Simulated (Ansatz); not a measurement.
## Mn2CuSe3Br, from a guessed structure to a relaxed one

Starting from a made-up structure for Mn2CuSe3Br, the aim is the relaxed cell, its shortest contacts and, where a second run follows, its electronic structure.

Main program and level: Ansatz 0.2.0; DFT, PBE, plane-wave PAW, files of the set soft_1, scalar-relativistic, ferromagnetic start, cell and ions relaxed at zero pressure; PAW set soft_1, in the first sound run; inputs show where later runs differ.

## 1. Set-up

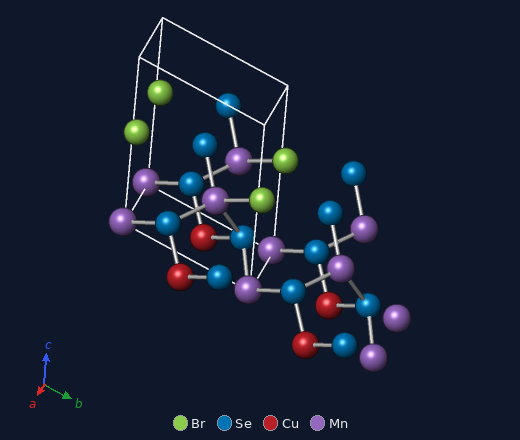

Start, viewed slightly off an axis; bromine green, selenium blue, copper red, manganese purple. 2×2×1 cells are drawn. Bonds to atoms that aren't drawn are left out. Some periodic images of atoms are drawn too.

Coordinates:

```cif
data_structure
_symmetry_space_group_name_H-M 'P 1'
_symmetry_Int_Tables_number 1
_cell_length_a 5.6100
_cell_length_b 5.6960
_cell_length_c 6.7030
_cell_angle_alpha 113.197
_cell_angle_beta 111.729
_cell_angle_gamma 91.940
_cell_volume 178.79
loop_
_atom_site_label
_atom_site_type_symbol
_atom_site_fract_x
_atom_site_fract_y
_atom_site_fract_z
_atom_site_occupancy
Br1 Br 0.62660 0.12820 0.74910 1
Se2 Se 0.11800 0.58020 0.73470 1
Se3 Se 0.84540 0.88960 0.24050 1
Se4 Se 0.41530 0.39650 0.26000 1
Cu5 Cu 0.48210 0.53550 0.01180 1
Mn6 Mn 0.03660 0.99430 0.01700 1
Mn7 Mn 0.22190 0.71330 0.48060 1
```

## 2. Relaxing cell and atoms

The guess takes its coordinates from another compound and its volume from a rule, so the cell and any free coordinates are relaxed together.

input.yaml reads:

```yaml
crystal:
  lattice:
    - [5.61, 0.0, 0.0]
    - [-0.192826222, 5.692735199, 0.0]
    - [-2.481503298, -2.725826502, 5.59835517]
  atoms:
    - { symbol: Br, position: [0.6266, 0.1282, 0.7491] }
    - { symbol: Se, position: [0.118, 0.5802, 0.7347] }
    - { symbol: Se, position: [0.8454, 0.8896, 0.2405] }
    - { symbol: Se, position: [0.4153, 0.3965, 0.26] }
    - { symbol: Cu, position: [0.4821, 0.5355, 0.0118], spin: 0.6 }
    - { symbol: Mn, position: [0.0366, 0.9943, 0.017], spin: 4.0 }
    - { symbol: Mn, position: [0.2219, 0.7133, 0.4806], spin: 4.0 }
magnetization:
  spin_polarized: true
kpoints:
  mp_grid: { grid: [5, 5, 5] }
scf:
  occupations: { method: fermi_dirac, width: 0.05 }
hamiltonian:
  xc: pbe
  pseudopotentials: { kind: paw, azcp: { folder: soft_1 } }
relax:
  f_tol: 0.015
  max_steps: 70
  cell: {}
output:
  forces: true
  stress: true
```

The run is started by

```bash
> ansatz run input.yaml --threads 4 --pin off --max-ram 10240MiB --backend cpu --events-out ev --progress --plain --runs-dir out
```

Numbers of over 12 decimals in the logs are rounded to 6 here.

The log of the run:

```text
Engine: ansatz 0.2.0, x86_64-unknown-linux-gnu
Pseudopotentials: kind: paw
Pseudopotential: Br, paw, valence charge 7, recommended cutoff 420 eV (normal), soft_1/Br.paw.azcp
Pseudopotential: Se, paw, valence charge 16, recommended cutoff 420 eV (normal), soft_1/Se.paw.azcp
Pseudopotential: Cu, paw, valence charge 19, recommended cutoff 420 eV (normal), soft_1/Cu.paw.azcp
Pseudopotential: Mn, paw, valence charge 15, recommended cutoff 420 eV (normal), soft_1/Mn.paw.azcp
Functional definition: PBE
  parameter kappa = 0.804
  parameter beta = 0.066725
  exchange = pbe_x(kappa = kappa, mu = beta*pi^2/3)
  correlation = pbe_c(beta = beta)
Crystal: 7 atoms, lattice volume = 178.790 Å³
Basis set: ecut = 420 eV, 3507 PW (Γ), exchange–correlation on 80×80×90 points (8 copies of the dense FFT grid, shifted against one another)
Bands: 68, of which v1, the nominal top of the filled ones, is band 52 counted from 1 (51 counted from 0)
Symmetry: 1 space group operations
Space group: P1 (ITA 1), of the structure as read, at distance tolerance 5.6e-5 Å
Magnetic group: BNS 1.1 (UNI 1), of the structure as read, at distance tolerance 5.6e-5 Å
k-points: 63 of 125 (time reversal used)
Non-local potential: Br, projectors of the file, l = 0: 2, l = 1: 2, l = 2: 2
Non-local potential: Se, projectors of the file, l = 0: 2, l = 1: 2, l = 2: 3, l = 3: 1
Non-local potential: Cu, projectors of the file, l = 0: 3, l = 1: 2, l = 2: 3, l = 3: 1
Non-local potential: Mn, projectors of the file, l = 0: 3, l = 1: 2, l = 2: 3, l = 3: 1
PAW form: soft (Blöchl's): semilocal exchange-correlation on the pseudo side does not see the compensation charge
PAW one-centre angular grid: Br, 110 points (default); XC on 64 Gauss nodes
PAW one-centre angular grid: Se, 590 points (default); XC on 64 Gauss nodes
PAW one-centre angular grid: Cu, 590 points (default); XC on 64 Gauss nodes
PAW one-centre angular grid: Mn, 590 points (default); XC on 64 Gauss nodes
Initial density: superposition of atomic densities (chi_scale 0.1, normalization cell, long waves kept (reshape's long-wave potential 0.04 eV rms))
Starting moments: Σ|m| = 8.6 μB on 3 of 7 sites
Initial wavefunctions: pseudopotential atomic-orbital guess
Functional: x = pbe(κ = 0.804, μ = 0.219515), c = pbe(β = 0.066725)
SCF iter   1: F=—  HF=-33623.459992 eV  |F-HF|=—  |Δ(HF+E_count)|=         —  Δρ=2.51e-1 (↑2.40e-1 ↓2.51e-1)  dr2=4.35e2  dr2_m=5.09e-1  M=6.473 μB ∫|m|=6.914 μB  β_m=0.30  ethr=3.10e-3  ⟨swp⟩=6.0  Hψ=30816  notcnv=0  defer=25
Mixer restart at iter 1: flushing history
preconditioner: auto → Kerker (q_TF=auto, 2.493 Å⁻¹)  [metal: Δε(μ)=0.002 eV  Ē_g=8.363 eV  σ=0.050 eV  W_gap=0.01  n_scr=40 (ndim 8)  ℏωp=19.6 eV  f_vac=0.053  D(μ)=19.39/eV (n_scr^D=254)]
spin=Collinear: Kerker preconditioning applied to the charge; magnetization (m = ρ↑ − ρ↓) channel mixes plain (no charge-response kernel on spin).
SCF iter   2: F=—  HF=-33637.641301 eV  |F-HF|=—  |Δ(HF+E_count)|=    1.42e1  Δρ=1.15e-1 (↑1.11e-1 ↓1.15e-1)  dr2=5.10e1  dr2_m=1.15e-1  M=8.000 μB ∫|m|=8.330 μB  β_m=0.26  ethr=3.10e-3  ⟨swp⟩=4.0  Hψ=23748  notcnv=0  defer=507
SCF iter   3: F=—  HF=-33619.438768 eV  |F-HF|=—  |Δ(HF+E_count)|=    1.82e1  Δρ=6.61e-2 (↑6.19e-2 ↓6.61e-2)  dr2=1.88e1  dr2_m=1.11e-1  M=8.000 μB ∫|m|=8.345 μB  β_m=0.42  ethr=3.10e-3  ⟨swp⟩=3.8  Hψ=21941  notcnv=0  defer=774
SCF iter   4: F=—  HF=-33615.331603 eV  |F-HF|=—  |Δ(HF+E_count)|=    4.11e0  Δρ=1.57e-2 (↑1.57e-2 ↓1.20e-2)  dr2=1.84e0  dr2_m=1.60e-1  M=8.000 μB ∫|m|=8.647 μB  β_m=0.70  ethr=3.10e-3  ⟨swp⟩=3.8  Hψ=20530  notcnv=0  defer=835
SCF iter   5: F=—  HF=-33615.585421 eV  |F-HF|=—  |Δ(HF+E_count)|=   2.54e-1  Δρ=3.17e-2 (↑3.17e-2 ↓2.11e-2)  dr2=3.32e0  dr2_m=7.84e-2  M=8.000 μB ∫|m|=8.915 μB  β_m=0.61  ethr=1.77e-3  ⟨swp⟩=2.8  Hψ=18314  notcnv=0  defer=833
SCF iter   6: F=—  HF=-33615.213233 eV  |F-HF|=—  |Δ(HF+E_count)|=   3.72e-1  Δρ=1.99e-2 (↑1.99e-2 ↓1.35e-2)  dr2=1.59e0  dr2_m=2.51e-2  M=8.000 μB ∫|m|=9.052 μB  β_m=0.79  ethr=1.77e-3  ⟨swp⟩=2.0  Hψ=12549  notcnv=0  defer=876
SCF iter   7: F=—  HF=-33615.096491 eV  |F-HF|=—  |Δ(HF+E_count)|=         —  Δρ=7.78e-3 (↑5.24e-3 ↓7.78e-3)  dr2=2.21e-1  dr2_m=2.78e-2  M=8.000 μB ∫|m|=9.192 μB  β_m=0.79  ethr=1.53e-3  ⟨swp⟩=2.0  Hψ=10376  notcnv=0  defer=877
Mixer restart at iter 7: flushing history
SCF iter   8: F=—  HF=-33615.180720 eV  |F-HF|=—  |Δ(HF+E_count)|=         —  Δρ=1.95e-2 (↑1.95e-2 ↓8.61e-3)  dr2=8.70e-1  dr2_m=5.56e-2  M=8.000 μB ∫|m|=9.324 μB  β_m=0.79  ethr=2.12e-4  ⟨swp⟩=2.5  Hψ=17276  notcnv=0  defer=878
Mixer restart at iter 8: flushing history
SCF iter   9: F=—  HF=-33615.999198 eV  |F-HF|=—  |Δ(HF+E_count)|=   8.18e-1  Δρ=3.75e-2 (↑3.75e-2 ↓2.32e-2)  dr2=4.15e0  dr2_m=9.07e-2  M=8.000 μB ∫|m|=9.163 μB  β_m=0.49  ethr=2.12e-4  ⟨swp⟩=3.5  Hψ=20779  notcnv=0  defer=878  recentre
SCF iter  10: F=—  HF=-33615.068532 eV  |F-HF|=—  |Δ(HF+E_count)|=   9.31e-1  Δρ=1.35e-3 (↑1.01e-3 ↓1.35e-3)  dr2=1.94e-2  dr2_m=7.06e-4  M=8.000 μB ∫|m|=9.276 μB  β_m=0.56  ethr=2.12e-4  ⟨swp⟩=4.1  Hψ=19981  notcnv=0  defer=879
SCF iter  11: F=—  HF=-33615.067402 eV  |F-HF|=—  |Δ(HF+E_count)|=   1.13e-3  Δρ=8.44e-4 (↑8.44e-4 ↓6.59e-4)  dr2=7.48e-3  dr2_m=3.80e-4  M=8.000 μB ∫|m|=9.287 μB  β_m=0.78  ethr=1.86e-5  ⟨swp⟩=1.1  Hψ=9356  notcnv=0  defer=879
SCF iter  12: F=—  HF=-33615.068332 eV  |F-HF|=—  |Δ(HF+E_count)|=   9.29e-4  Δρ=1.45e-3 (↑1.45e-3 ↓6.93e-4)  dr2=6.47e-3  dr2_m=3.22e-4  M=8.000 μB ∫|m|=9.299 μB  β_m=0.89  ethr=7.20e-6  ⟨swp⟩=2.0  Hψ=11896  notcnv=0  defer=879
SCF iter  13: F=—  HF=-33615.067952 eV  |F-HF|=—  |Δ(HF+E_count)|=   3.80e-4  Δρ=8.21e-4 (↑8.21e-4 ↓3.45e-4)  dr2=2.65e-3  dr2_m=1.03e-4  M=8.000 μB ∫|m|=9.300 μB  β_m=0.76  ethr=6.22e-6  ⟨swp⟩=2.0  Hψ=9917  notcnv=0  defer=879
SCF iter  14: F=—  HF=-33615.067678 eV  |F-HF|=—  |Δ(HF+E_count)|=   2.75e-4  Δρ=1.08e-4 (↑1.08e-4 ↓9.60e-5)  dr2=1.11e-4  dr2_m=5.91e-7  M=8.000 μB ∫|m|=9.297 μB  β_m=0.88  ethr=2.54e-6  ⟨swp⟩=1.5  Hψ=9581  notcnv=0  defer=879
SCF iter  15: F=—  HF=-33615.067748 eV  |F-HF|=—  |Δ(HF+E_count)|=   7.03e-5  Δρ=2.41e-4 (↑2.41e-4 ↓1.08e-4)  dr2=1.70e-4  dr2_m=7.67e-6  M=8.000 μB ∫|m|=9.297 μB  β_m=0.88  ethr=1.06e-7  ⟨swp⟩=2.0  Hψ=11323  notcnv=0  defer=879
SCF iter  16: F=—  HF=-33615.067734 eV  |F-HF|=—  |Δ(HF+E_count)|=   1.42e-5  Δρ=3.43e-5 (↑3.43e-5 ↓1.70e-5)  dr2=5.68e-6  dr2_m=1.98e-7  M=8.000 μB ∫|m|=9.298 μB  β_m=0.84  ethr=1.06e-7  ⟨swp⟩=2.5  Hψ=12425  notcnv=0  defer=879
[...]
Mixer restart at iter 4: flushing history
SCF iter   5: F=—  HF=-33615.683058 eV  |F-HF|=—  |Δ(HF+E_count)|=    9.62e0  Δρ=4.44e-2 (↑1.96e-2 ↓4.44e-2)  dr2=9.22e-1  dr2_m=1.59e0  M=-0.153 μB ∫|m|=8.265 μB  β_m=0.31  ethr=4.81e-5  ⟨swp⟩=4.5  Hψ=24007  notcnv=0  defer=99
SCF iter   6: F=—  HF=-33615.269228 eV  |F-HF|=—  |Δ(HF+E_count)|=   4.14e-1  Δρ=2.16e-2 (↑1.28e-2 ↓2.16e-2)  dr2=1.36e-1  dr2_m=4.71e-1  M=0.081 μB ∫|m|=8.217 μB  β_m=0.45  ethr=4.81e-5  ⟨swp⟩=2.7  Hψ=17429  notcnv=0  defer=1258
SCF iter   7: F=—  HF=-33615.253453 eV  |F-HF|=—  |Δ(HF+E_count)|=   1.58e-2  Δρ=1.33e-2 (↑8.92e-3 ↓1.33e-2)  dr2=1.69e-1  dr2_m=1.49e-1  M=0.041 μB ∫|m|=8.210 μB  β_m=0.45  ethr=4.81e-5  ⟨swp⟩=2.4  Hψ=16020  notcnv=0  defer=1258
SCF iter   8: F=—  HF=-33615.216712 eV  |F-HF|=—  |Δ(HF+E_count)|=   3.67e-2  Δρ=6.77e-3 (↑4.69e-3 ↓6.77e-3)  dr2=5.66e-2  dr2_m=3.75e-2  M=0.073 μB ∫|m|=8.261 μB  β_m=0.42  ethr=4.81e-5  ⟨swp⟩=2.1  Hψ=16409  notcnv=0  defer=1258
SCF iter   9: F=—  HF=-33615.205432 eV  |F-HF|=—  |Δ(HF+E_count)|=   1.13e-2  Δρ=6.95e-4 (↑6.95e-4 ↓4.90e-4)  dr2=5.85e-4  dr2_m=4.60e-4  M=0.070 μB ∫|m|=8.258 μB  β_m=0.62  ethr=4.81e-5  ⟨swp⟩=2.0  Hψ=12755  notcnv=0  defer=1258
SCF iter  10: F=—  HF=-33615.206848 eV  |F-HF|=—  |Δ(HF+E_count)|=         —  Δρ=3.41e-4 (↑3.41e-4 ↓2.48e-4)  dr2=7.48e-4  dr2_m=3.86e-5  M=0.064 μB ∫|m|=8.265 μB  ethr=5.62e-7  ⟨swp⟩=2.0  Hψ=11185  notcnv=0  defer=1258
Mixer restart at iter 10: flushing history
SCF iter  11: F=—  HF=-33615.456585 eV  |F-HF|=—  |Δ(HF+E_count)|=         —  Δρ=2.85e-5 (↑2.85e-5 ↓2.84e-5)  dr2=2.60e-7  dr2_m=9.56e-9  M=8.000 μB ∫|m|=8.991 μB  β_m=0.62  ethr=1.90e-9  ⟨swp⟩=3.0  Hψ=21551  notcnv=0
SCF iter  12: F=—  HF=-33615.456697 eV  |F-HF|=—  |Δ(HF+E_count)|=   1.12e-4  Δρ=1.90e-5 (↑1.90e-5 ↓1.52e-5)  dr2=9.18e-7  dr2_m=1.21e-8  M=8.000 μB ∫|m|=8.991 μB  β_m=0.54  ethr=2.50e-10  ⟨swp⟩=2.0  Hψ=16539  notcnv=0
SCF iter  13: F=—  HF=-33615.456705 eV  |F-HF|=—  |Δ(HF+E_count)|=   7.85e-6  Δρ=1.34e-5 (↑1.34e-5 ↓9.53e-6)  dr2=2.63e-7  dr2_m=1.95e-8  M=8.000 μB ∫|m|=8.991 μB  β_m=0.46  ethr=2.50e-10  ⟨swp⟩=2.0  Hψ=15142  notcnv=0
SCF iter  14: F=—  HF=-33615.456713 eV  |F-HF|=—  |Δ(HF+E_count)|=   8.49e-6  Δρ=7.07e-6 (↑7.07e-6 ↓5.06e-6)  dr2=8.88e-8  dr2_m=5.27e-9  M=8.000 μB ∫|m|=8.991 μB  β_m=0.65  ethr=2.50e-10  ⟨swp⟩=2.0  Hψ=8883  notcnv=0
SCF iter  15: F=—  HF=-33615.456716 eV  |F-HF|=—  |Δ(HF+E_count)|=   2.67e-6  Δρ=3.04e-6 (↑3.04e-6 ↓1.74e-6)  dr2=1.78e-8  dr2_m=2.96e-9  M=8.000 μB ∫|m|=8.991 μB  β_m=0.72  ethr=8.54e-11  ⟨swp⟩=2.0  Hψ=11043  notcnv=0
SCF iter  16: F=—  HF=-33615.456716 eV  |F-HF|=—  |Δ(HF+E_count)|=   1.52e-7  Δρ=8.04e-7 (↑8.04e-7 ↓5.04e-7)  dr2=2.11e-9  dr2_m=2.03e-10  M=8.000 μB ∫|m|=8.991 μB  β_m=0.86  ethr=1.71e-11  ⟨swp⟩=2.0  Hψ=11588  notcnv=0
SCF iter  17: F=—  HF=-33615.456723 eV  |F-HF|=—  |Δ(HF+E_count)|=   6.40e-6  Δρ=4.32e-7 (↑4.32e-7 ↓2.24e-7)  dr2=4.63e-10  dr2_m=5.79e-11  M=8.000 μB ∫|m|=8.991 μB  β_m=0.74  ethr=2.03e-12  ⟨swp⟩=2.1  Hψ=14786  notcnv=0
SCF iter  18: F=—  HF=-33615.456723 eV  |F-HF|=—  |Δ(HF+E_count)|=   2.14e-9  Δρ=1.59e-7 (↑1.59e-7 ↓1.02e-7)  dr2=8.06e-11  dr2_m=8.71e-12  M=8.000 μB ∫|m|=8.991 μB  β_m=0.80  ethr=1.00e-12  ⟨swp⟩=2.0  Hψ=11282  notcnv=0
SCF iter  19: F=—  HF=-33615.456723 eV  |F-HF|=—  |Δ(HF+E_count)|=  7.93e-10  Δρ=6.75e-8 (↑6.75e-8 ↓4.82e-8)  dr2=1.99e-11  dr2_m=1.29e-12  M=8.000 μB ∫|m|=8.991 μB  β_m=0.81  ethr=1.00e-12  ⟨swp⟩=2.0  Hψ=11399  notcnv=0
SCF iter  20: F=-33615.456723 eV  HF=-33615.456723 eV  |F-HF|=7.28e-12  |Δ(HF+E_count)|=  6.55e-11  Δρ=4.31e-8 (↑3.20e-8 ↓4.31e-8)  dr2=1.54e-11  dr2_m=9.21e-14  M=8.000 μB ∫|m|=8.991 μB  ethr=1.00e-12  ⟨swp⟩=2.2  Hψ=24048  notcnv=0
the starting moments were not kept: 1 of 3 ended reversed and 2 kept their direction, counting a site from 0.1 μB. The largest reversed, site 4 (counted from 0, in the order of the report's site_moments_mub), started with +0.6 μB and closes at -1.3e-1 μB in its sphere.
SCF 7 converged in 20 iterations: F = -33615.456723 eV  dr2 = 1.54e-11
relax step   7: F+E_penalty+E_count = -33615.45672266 eV  Δ(F+E_penalty+E_count) = +9.586e-4 eV  max|allowed force component| = 4.121e-3 eV/Å  Δτ_max = 0.0000 Å  P = +0.016 GPa  Ω = 175.612 Å³  stress off target by 2.82e-2 GPa  SCF on the basis re-selected at this cell (its energy is not comparable with the rows above)  (20 SCF iters)
basis re-selected at this cell: Δ(F+E_penalty+E_count) = +9.586e-4 eV, ΔP = +0.006 GPa vs the last step (what re-selecting the basis moved, of the pressure what is left beyond the Pulay correction that the steps carried, after the strain that the cell walked since its last selection, with what the two solves' SCF thresholds leave and, on support functions, any second-order correction that the steps lacked; it is no measure of the basis error at this ecutwfc). The dense FFT grid was sized anew with the basis: this SCF ran on 40×40×48 points, the steps before it on 40×40×45, so part of this shift can come from that change (see relax.cell in the input reference). [rest of the remark cut]
SCF converged after 20 iterations
Magnetization: 8.0000 μB (56.0000 up, 48.0000 down)
Absolute magnetization: 8.9845 μB (∫|ρ↑−ρ↓|, with the PAW one-centre terms)
Spin contamination: 0.5596 ħ² per cell (⟨S²⟩ above its minimum at these occupations)
Per-site moments (μB) at R_I (Å): [(0.055042, 1.051012), (-0.068368, 0.974768), (-0.086732, 0.978203), (-0.091211, 0.983569), (-0.125575, 0.974768), (3.729441, 0.997668), (3.718107, 0.995532)]
Free energy (F): -33615.456723 eV
Harris-Foulkes:  -33615.456723 eV  (|F-HF|=7.28e-12)
Internal energy: -33615.434603 eV  (E = F + TS)
E sigma→0 (E₀):  -33615.445663 eV
Entropy (-TS):   -0.022120 eV (-3.160 meV/atom)
Fermi energy:    6.539202 eV
--- Per-component energies (eV) ---
  E_band       = -2492.659907
  E_kinetic    = 1347.850004
  E_local      = -21521.219728  (includes V_loc(G=0)·N_el)
  E_nonlocal   = 810.877670
  E_hartree    = 9815.721452
  E_xc         = -732.227174
  E_vxc        = -738.246544  (∫ρ·V_xc dr)
  E_paw        = -13182.298085  (= ΣΔE_a)
  E_vpaw       = -2023.364512  (= ΣTr[D̂ρ^β])
  E_aug_tail   = 0.000136  (compensation charges beyond the density's cutoff)
  E_ewald      = -10154.138877
  E_smearing   = -0.022120  (= −TS)
  E_closure    = -0.000000  (closes the sum)
  Σ components = -33615.456723   (vs F -33615.456723, Δ=0.00e0)
--- Forces (eV/Å), atoms counted from 1 ---
  atom   1  Br     0.00157495    -0.00215751    -0.00018678
  atom   2  Se    -0.00155538     0.00228173    -0.00039746
  atom   3  Se    -0.00253117     0.00016781     0.00036578
  atom   4  Se     0.00262470    -0.00051367     0.00075640
  atom   5  Cu     0.00073625     0.00318147     0.00117303
  atom   6  Mn    -0.00150823    -0.00224361    -0.00412141
  atom   7  Mn     0.00065913    -0.00071685     0.00241078
  max |Σ_I F_I| component: 6.33e-7 eV/Å
--- Stress (GPa, compression-positive) ---
        0.014497      -0.010788      -0.007841
       -0.010788       0.017890      -0.001995
       -0.007841      -0.001995       0.014597
  P = ⅓ Tr σ = 0.0157 GPa (0.157 kbar)
--- Relaxed structure (6 steps of the walk, 6 accepted, 1 SCFs on fresh bases) ---
  F+E_penalty+E_count = -33615.45672266 eV   max|allowed force component| = 4.121e-3 eV/Å   (the final SCF, on the basis selected at the relaxed cell)
  cell:  # Å, volume = 175.6124 Å³
    - [5.588131, 0.044843, -0.106252]
    - [-0.146571, 5.577927, -0.055641]
    - [-2.599650, -2.749737, 5.710806]
  atoms:
    - { symbol: Br, position: [0.626810, 0.126452, 0.751064] }
    - { symbol: Se, position: [0.105296, 0.597926, 0.732632] }
    - { symbol: Se, position: [0.881310, 0.882881, 0.254820] }
    - { symbol: Se, position: [0.391052, 0.371167, 0.252400] }
    - { symbol: Cu, position: [0.484630, 0.546313, 0.018896] }
    - { symbol: Mn, position: [0.021134, 0.987633, 0.000243472] }
    - { symbol: Mn, position: [0.235668, 0.725227, 0.483645] }
```

It took 4.2 min on 4 threads of AMD EPYC 9B14 (Zen 4), shared host; peak memory 1.8 GiB.

The steps of the relaxation:

| step | energy less that of the first step (eV) | largest force component (eV/Å) | pressure (GPa) | volume (Å³) |
| --- | --- | --- | --- | --- |
| 1 | 0.0000 | 1.0820 | -0.44 | 178.79 |
| 2 | -0.3420 | 0.4403 | 0.64 | 172.40 |
| 3 | -0.3823 | 0.1234 | -0.17 | 175.37 |
| 4 | -0.3883 | 0.0402 | -0.07 | 175.93 |
| 5 | -0.3898 | 0.0197 | 0.06 | 175.11 |
| 6 | -0.3899 | 0.0044 | 0.01 | 175.61 |
| 7* | -0.3890 | 0.0041 | 0.02 | 175.61 |

Relaxation steps marked * repeat the geometry before them on a plane-wave basis chosen anew for their cell, so energy and pressure can jump there.

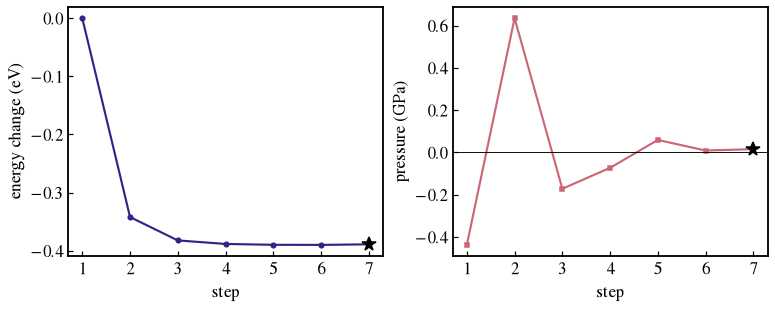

Energy and pressure along the relaxation. Stars mark steps on a basis chosen anew.

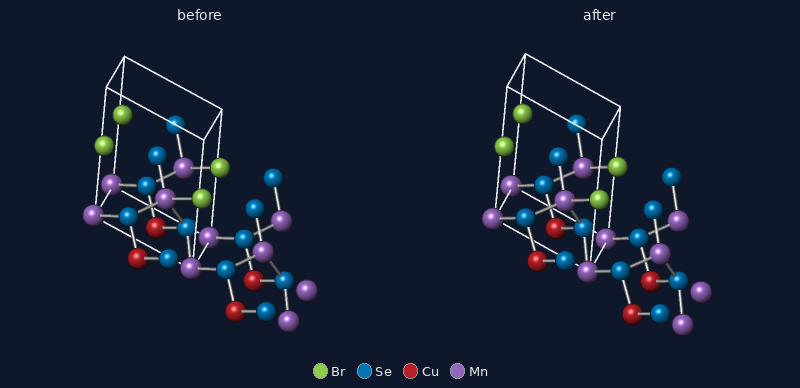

Before and after, at one scale. Bonds to atoms that aren't drawn are left out.

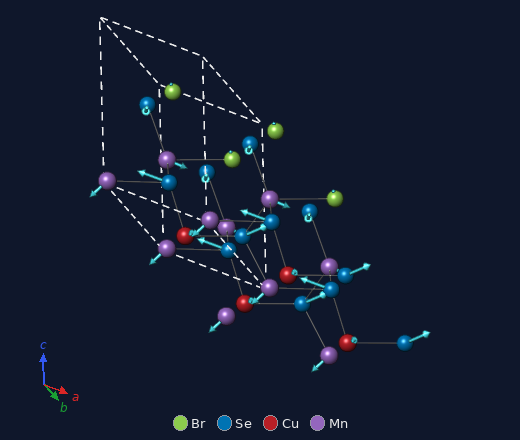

Displacements in the relaxation, exaggerated, measured against the changing cell; the longest in the cell stands for 0.20 Å. Bonds to atoms that aren't drawn are left out. 2×2×1 cells are drawn. Some periodic images of atoms are drawn too.

| cell as run | before | after | change |
| --- | --- | --- | --- |
| a (Å) | 5.610 | 5.589 | -0.4 % |
| b (Å) | 5.696 | 5.580 | -2.0 % |
| c (Å) | 6.703 | 6.851 | +2.2 % |
| α (°) | 113.20 | 113.55 | +0.3 % |
| β (°) | 111.73 | 113.48 | +1.6 % |
| γ (°) | 91.94 | 91.03 | -1.0 % |
| volume (Å³/atom) | 25.54 | 25.09 | -1.8 % |

The atoms that moved most (Å, as changes of fractional coordinates times the final cell):

| atom | dx | dy | dz | length |
| --- | --- | --- | --- | --- |
| Se3 | 0.164 | -0.075 | 0.078 | 0.197 |
| Se4 | -0.112 | -0.121 | -0.039 | 0.170 |
| Se2 | -0.068 | 0.104 | -0.011 | 0.125 |
| Mn6 | -0.042 | 0.008 | -0.094 | 0.103 |
| Mn7 | 0.067 | 0.059 | 0.015 | 0.091 |
| Cu5 | -0.006 | 0.041 | 0.040 | 0.057 |
| Br1 | -0.004 | -0.015 | 0.011 | 0.019 |

Numbers from this step:

- free energy: -33615.4567 eV
- energy at zero smearing: -33615.4457 eV
- smearing term TS: 0.02212 eV
- Fermi energy: 6.539 eV
- magnetization: 8.000 μB
- absolute magnetization: 8.985 μB
- site moments: 0.05504, -0.06837, -0.08673, -0.09121, -0.1256, 3.729, 3.718 μB
- electrons: 104
- symmetry operations: 1
- pressure: 0.01566 GPa

[end of part 1 of 2]

[Logs are printed without paths, hosts, clocks, repeated set-up lines and the standing remarks that a program may print on its own settings, such as how far it seeks lower states.]

[Hosts, paths, dates, database ids (printed as entryN), source tags and the programs' standing remarks are cut or masked in the printed files.]
